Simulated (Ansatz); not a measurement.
# GaBHCl (triplet): correlated methods under varied settings at distance Ga2–Cl3 = 1.682 Å

Aim: run GaBHCl (triplet) at one geometry under a spread of methods and options, and see what each costs and gives.

Program: Ansatz 0.2.0, Gaussian basis. Level of theory: the settings change from run to run. These are calculated values, not measurements.

40 further runs of the same task are left out: 1 for a known fault of the program, 34 that didn't finish, 5 set aside as unsound or not needed.

## 1. What is computed

The geometry derives from a PBE0/def2-TZVP stationary point (not a proven minimum). One bond is set to the value named and the two fragments are kept rigid. No spin-orbit coupling is included. The filled d shell of Ga may be among the frozen orbitals whatever the setting's name suggests; the logs give the count.

4 atoms, charge 0, spin multiplicity 3.

Atoms are counted from 1 here; the program's logs count them from 0.

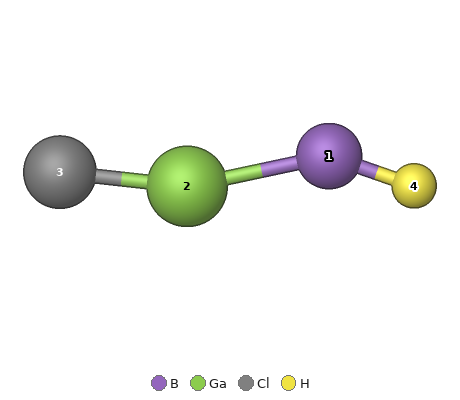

The structure; boron purple, gallium green, chlorine grey, hydrogen yellow; atoms are numbered from 1 in the order of the file.

## 2. NEVPT2(10,6)/STO-3G

in.yaml reads:

```yaml
crystal:
  periodic: [false, false, false]
  atoms:
    - {symbol: B, position_ang: [0.000000, -0.354325, 2.167341]}
    - {symbol: Ga, position_ang: [0.000000, 0.086630, 0.310401]}
    - {symbol: Cl, position_ang: [0.000000, -0.062669, -1.364960]}
    - {symbol: H, position_ang: [0.000000, 0.012216, 3.292528]}
basis:
  gaussian: {orbitals: STO-3G}
magnetization: {spin_polarized: false, initial_magnetization: 2}
correlation: {method: sc_nevpt2, electrons: all, active_space: {window: {electrons: 10, orbitals: 6}, states: [{multiplicity: 3, weights: [1, 1, 1]}], root: 2}}
output: {forces: true}
```

Started as:

```bash
$ ansatz run in.yaml --threads 1 --pin off --events-out ev --progress --plain --max-ram 2393MiB
```

Standard output, cut to the lines that bear on the results:

```text
Functional definition: HF
  name "HF"
  cite "Fock, Z. Phys. 61, 126 (1930) doi:10.1007/BF01340294"
  parent pbe
[...]
497 factors; integrals over basis functions are off by at most 4.9e-8 eV
[...]
mean field -64771.86645482 eV, -2380.3221882668 hartree, gradient 2.9e-6 eV, S^2 2.000000; 14 other end points of the search recorded, 0 dependent functions left out
reference -64771.86645482 eV, -2380.3221882668 hartree; 28, 26 occupied and 5, 7 virtual orbitals, 497 factors
state -64771.71835682 eV, -2380.3167457657 hartree
state -64765.07518157 eV, -2380.0726135780 hartree
state -64765.01092378 eV, -2380.0702521477 hartree
state -64771.71835682 eV, -2380.3167457657 hartree; corrected -64774.22296278 eV, -2380.4087883369 hartree
state -64765.07518157 eV, -2380.0726135780 hartree; corrected -64768.20950603 eV, -2380.1877978776 hartree
state -64765.01092378 eV, -2380.0702521477 hartree; corrected -64768.10288436 eV, -2380.1838796033 hartree
[...]
Total energy: -64768.10288436 eV, -2380.1838796033 hartree
Atom 0 at     0.000000    -0.354325     2.167341 Å, force    -0.000000    -0.276877    -4.859683 eV/Å
Atom 1 at     0.000000     0.086630     0.310401 Å, force    -0.000000     1.470957    18.863082 eV/Å
Atom 2 at     0.000000    -0.062669    -1.364960 Å, force     0.000000    -1.785946   -14.128743 eV/Å
Atom 3 at     0.000000     0.012216     3.292528 Å, force     0.000000     0.591867     0.125343 eV/Å
Dipole moment:     0.000000     0.019539     0.344646 e Å
```

Run time: 6.5 s. Hardware: 1 thread of AMD EPYC 7R43, shared host.

From the report: 16 determinants; active occupations (of the averaged states) 2.00, 2.00, 2.00, 1.33, 1.33, 1.33.

## 3. MP2 on ROHF/cc-pVDZ

in.yaml reads:

```yaml
crystal:
  periodic: [false, false, false]
  atoms:
    - {symbol: B, position_ang: [0.000000, -0.354325, 2.167341]}
    - {symbol: Ga, position_ang: [0.000000, 0.086630, 0.310401]}
    - {symbol: Cl, position_ang: [0.000000, -0.062669, -1.364960]}
    - {symbol: H, position_ang: [0.000000, 0.012216, 3.292528]}
basis:
  gaussian: {orbitals: cc-pVDZ}
magnetization: {spin_polarized: false, initial_magnetization: 2}
correlation: {method: mp2, electrons: valence}
scf: {lower_state_search: full}
```

Launched as before.

Standard output, cut to the lines that bear on the results:

```text
Functional definition: HF
  name "HF"
  cite "Fock, Z. Phys. 61, 126 (1930) doi:10.1007/BF01340294"
  parent pbe
[...]
699 factors; integrals over basis functions are off by at most 1.3e-3 eV
[...]
mean field -65519.85957585 eV, -2407.8104284564 hartree, gradient 2.8e-6 eV, S^2 2.000000; 6 other end points of the search recorded, 0 dependent functions left out
[...]
15 core orbitals not correlated: weight in the atoms' cores, before any rotation towards them, 1.000 or more for the frozen orbitals, at most 0.000 for the correlated occupied ones
reference -65519.85957585 eV, -2407.8104284564 hartree; 13, 11 occupied and 36, 38 virtual orbitals, 699 factors
second order -7.25383526 eV of doubles, -0.06606740 eV of singles
Total energy: -65527.17947851 eV, -2408.0794299177 hartree
```

Wall time 5.5 s (1 thread of AMD EPYC 7R43, shared host).

## 4. CCSD on ROHF/cc-pVDZ

Edit in.yaml of step 3 so:

```diff
@@ -10,3 +10,2 @@
 magnetization: {spin_polarized: false, initial_magnetization: 2}
-correlation: {method: mp2, electrons: valence}
-scf: {lower_state_search: full}
+correlation: {method: ccsd, electrons: outside_noble_gas}
```

Launched as before.

Standard output, cut to the lines that bear on the results:

```text
Functional definition: HF
  name "HF"
  cite "Fock, Z. Phys. 61, 126 (1930) doi:10.1007/BF01340294"
  parent pbe
[...]
699 factors; integrals over basis functions are off by at most 1.3e-3 eV
[...]
mean field -65519.85957585 eV, -2407.8104284564 hartree, gradient 2.8e-6 eV, S^2 2.000000; 1 other end points of the search recorded, 0 dependent functions left out
determinant -65519.85957585 eV, -2407.8104284564 hartree, with singles and doubles -65527.35553111 eV, -2408.0858997314 hartree
determinant -65517.35710375 eV, -2407.7184643032 hartree, with singles and doubles -65524.57172121 eV, -2407.9835966047 hartree
20 core orbitals not correlated: weight in the atoms' cores, before any rotation towards them, 0.746 or more for the frozen orbitals, at most 0.243 for the correlated occupied ones
reference -65519.85957585 eV, -2407.8104284564 hartree; 8, 6 occupied and 36, 38 virtual orbitals, 699 factors
second order -6.58045058 eV of doubles, -0.06429925 eV of singles
cycle   1  -7.49614195 eV  change   -1.9e-4 eV  update   6.2e-4
[...]
cycle   7  -7.49625187 eV  change    5.3e-6 eV  update   2.9e-6
Total energy: -65527.35582772 eV, -2408.0859106315 hartree
```

It took 5.5 s on 1 thread of AMD EPYC 7R43, shared host.

From the report: correlation -7.4963 eV; T1 0.017; largest double amplitude 0.06.

## 5. BCCD(T) on UHF/cc-pVDZ

Edit in.yaml of step 4 so:

```diff
@@ -8,4 +8,5 @@
 basis:
-  gaussian: {orbitals: cc-pVDZ}
-magnetization: {spin_polarized: false, initial_magnetization: 2}
-correlation: {method: ccsd, electrons: outside_noble_gas}
+  gaussian: {orbitals: cc-pVDZ, fitting: {mean_field: def2-universal-jkfit}}
+magnetization: {spin_polarized: true, initial_magnetization: 2}
+correlation: {method: bccd_t, electrons: outside_noble_gas, diis_vectors: 1}
+scf: {lower_state_search: full}
```

Launched as before.

Standard output, cut to the lines that bear on the results:

```text
Functional definition: HF
  name "HF"
  cite "Fock, Z. Phys. 61, 126 (1930) doi:10.1007/BF01340294"
  parent pbe
[...]
487 factors; integrals over basis functions are off by at most 2.5e-1 eV
[...]
mean field -65519.98151395 eV, -2407.8149095991 hartree, gradient 1.6e-6 eV, S^2 2.020241; 5 other end points of the search recorded, 0 dependent functions left out
determinant -65519.98151395 eV, -2407.8149095991 hartree, with singles and doubles -65527.35773980 eV, -2408.0859808993 hartree
determinant -65517.46458972 eV, -2407.7224143396 hartree, with singles and doubles -65524.57421565 eV, -2407.9836882735 hartree
20 core orbitals not correlated: weight in the atoms' cores, before any rotation towards them, 0.744 or more for the frozen orbitals, at most 0.246 for the correlated occupied ones
reference -65519.98151395 eV, -2407.8149095991 hartree; 8, 6 occupied and 36, 38 virtual orbitals, 487 factors
second order -6.50121808 eV of doubles, -0.00000000 eV of singles
cycle   1  -7.36933062 eV  change    6.9e-3 eV  update   3.4e-3
[...]
cycle   8  -7.36899980 eV  change   -6.1e-7 eV  update   1.5e-5
perturbative correction -0.20196954 eV, -0.0074222438 hartree
Total energy: -65527.55248329 eV, -2408.0931375906 hartree
```

Run time: 6.5 s. Hardware: 1 thread of AMD EPYC 7R43, shared host.

From the report: ⟨S²⟩ of the determinant 2.020 (pure triplet: 2.00); correlation -7.5710 eV; largest double amplitude 0.06.

## 6. BCCD(T)/6-31G

in.yaml reads:

```yaml
crystal:
  periodic: [false, false, false]
  atoms:
    - {symbol: B, position_ang: [0.000000, -0.354325, 2.167341]}
    - {symbol: Ga, position_ang: [0.000000, 0.086630, 0.310401]}
    - {symbol: Cl, position_ang: [0.000000, -0.062669, -1.364960]}
    - {symbol: H, position_ang: [0.000000, 0.012216, 3.292528]}
basis:
  gaussian: {orbitals: 6-31G}
magnetization: {spin_polarized: false, initial_magnetization: 2}
hamiltonian: {xc: {name: r2SCAN}}
correlation: {method: bccd_t, electrons: outside_noble_gas, diis_vectors: 2}
accuracy: high
scf: {omitted_lower_state_checks: [cluster_reference]}
```

Same command.

Standard output, cut to the lines that bear on the results:

```text
Functional definition: r2SCAN
  name "r2SCAN"
  cite "Furness, Kaplan, Ning, Perdew & Sun, J. Phys. Chem. Lett. 11, 8208 (2020) doi:10.1021/acs.jpclett.0c02405"
  cite "Furness, Kaplan, Ning, Perdew & Sun, J. Phys. Chem. Lett. 11, 9248 (2020) doi:10.1021/acs.jpclett.0c03077"
  parent r2scan
[...]
992 factors; integrals over basis functions are off by at most 5.6e-9 eV
[...]
mean field -65575.59411268 eV, -2409.8586349068 hartree, gradient 7.1e-8 eV, S^2 2.000000; 0 other end points of the search recorded, 0 dependent functions left out
20 core orbitals not correlated: weight in the atoms' cores, before any rotation towards them, 0.602 or more for the frozen orbitals, at most 0.375 for the correlated occupied ones
reference -65509.52465480 eV, -2407.4306271132 hartree; 8, 6 occupied and 25, 27 virtual orbitals, 992 factors
second order -3.07594955 eV of doubles, -0.27317748 eV of singles
cycle   1  -3.65066105 eV  change   -3.1e-1 eV  update   6.4e-2
[...]
cycle  32  -3.81934338 eV  change  -6.3e-10 eV  update   1.2e-9
perturbative correction -0.10386526 eV, -0.0038169778 hartree
Total energy: -65513.44786344 eV, -2407.5748023714 hartree
Checks for a lower state left out: cluster_reference
```

It took 15 s on 1 thread of AMD EPYC 7R43, shared host; peak memory 0.31 GiB.

From the report: correlation -3.9232 eV; largest double amplitude 0.06.

## 7. CCSDTQ on ROHF/STO-3G

in.yaml reads:

```yaml
crystal:
  periodic: [false, false, false]
  atoms:
    - {symbol: B, position_ang: [0.000000, -0.354325, 2.167341]}
    - {symbol: Ga, position_ang: [0.000000, 0.086630, 0.310401]}
    - {symbol: Cl, position_ang: [0.000000, -0.062669, -1.364960]}
    - {symbol: H, position_ang: [0.000000, 0.012216, 3.292528]}
basis:
  gaussian: {orbitals: STO-3G}
magnetization: {spin_polarized: false, initial_magnetization: 2}
correlation: {method: ccsdtq, electrons: outside_noble_gas, diis_vectors: 4}
scf: {lower_state_search: off}
```

Launched as before.

Standard output, cut to the lines that bear on the results:

```text
Functional definition: HF
  name "HF"
  cite "Fock, Z. Phys. 61, 126 (1930) doi:10.1007/BF01340294"
  parent pbe
[...]
497 factors; integrals over basis functions are off by at most 4.9e-8 eV
[...]
mean field -64771.86645482 eV, -2380.3221882668 hartree, gradient 2.9e-6 eV, S^2 2.000000; 0 other end points of the search recorded, 0 dependent functions left out
20 core orbitals not correlated, not the lowest: weight in the atoms' cores, before any rotation towards them, 0.431 or more for the frozen orbitals, at most 0.276 for the correlated occupied ones
reference -64771.86645482 eV, -2380.3221882668 hartree; 8, 6 occupied and 5, 7 virtual orbitals, 497 factors
second order -1.46255405 eV of doubles, -0.04756573 eV of singles
cycle   1  -1.83877592 eV  change   -3.3e-1 eV  update   7.1e-2
[...]
cycle  19  -2.15252006 eV  change    5.8e-7 eV  update   1.2e-6
Total energy: -64774.01897488 eV, -2380.4012919200 hartree
Checks for a lower state left out: stability, starts, cluster_reference, orbital_swaps, neighbouring_geometries, increment
```

Run time: 68 s. Hardware: 1 thread of AMD EPYC 7R43, shared host; peak memory 0.67 GiB.

From the report: correlation -2.1525 eV; T1 0.028; largest double amplitude 0.16.

## 8. All runs side by side

Where basis and cores are those of an earlier UCCSDT(Q)/cc-pVDZ run (-65527.6023 eV), and the state is the same kind, the miss against it is given.

| level | correlated | functions | energy (eV) | from UCCSDT(Q) (meV) | time |
| --- | --- | --- | --- | --- | --- |
| NEVPT2(10,6)/STO-3G (excited root 2 of an average) | all | 33 | -64768.1029 |  | 6.5 s |
| MP2 on ROHF/cc-pVDZ | valence | 64 | -65527.1795 |  | 5.5 s |
| CCSD on ROHF/cc-pVDZ | outside noble gas | 64 | -65527.3558 | 246.5 | 5.5 s |
| BCCD(T) on UHF/cc-pVDZ | outside noble gas | 64 | -65527.5525 | 49.8 | 6.5 s |
| BCCD(T)/6-31G (on r2SCAN orbitals) | outside noble gas | 53 | -65513.4479 |  | 15 s |
| CCSDTQ on ROHF/STO-3G | outside noble gas | 33 | -64774.0190 |  | 68 s |

## 9. Summary of results

| quantity | value |
| --- | --- |
| runs | 6 |
| quickest | CCSD on ROHF/cc-pVDZ, 5.5 s |
| slowest | CCSDTQ on ROHF/STO-3G, 68 s |

In words: Total energies in different bases, with other cores or another treatment of relativity can't be set against each other. CCSDTQ on ROHF/STO-3G took 12 times as long as CCSD on ROHF/cc-pVDZ; the jobs differ in more than the method. Among the correlated runs with a miss given, it spans +50 to +247 meV.
